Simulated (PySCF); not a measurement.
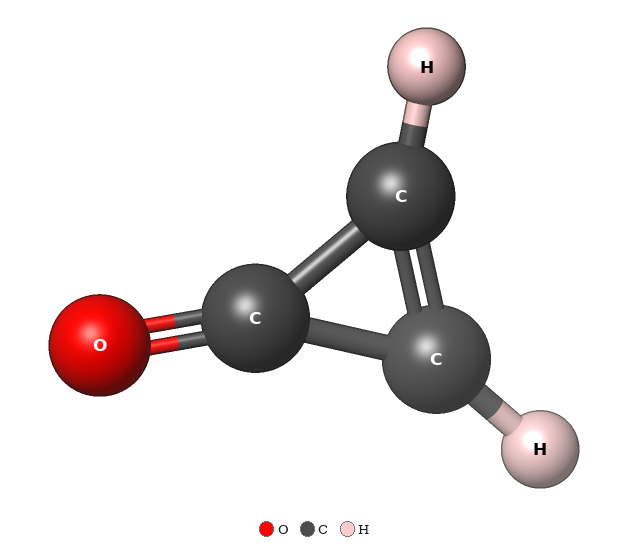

Orthographic view. Atoms fade into the background with distance from the viewer. Geometry: a frame of a GFN2-xTB molecular-dynamics simulation, not a minimum.

Q: Give the standard InChI.

A: InChI=1S/C3H2O/c4-3-1-2-3/h1-2H
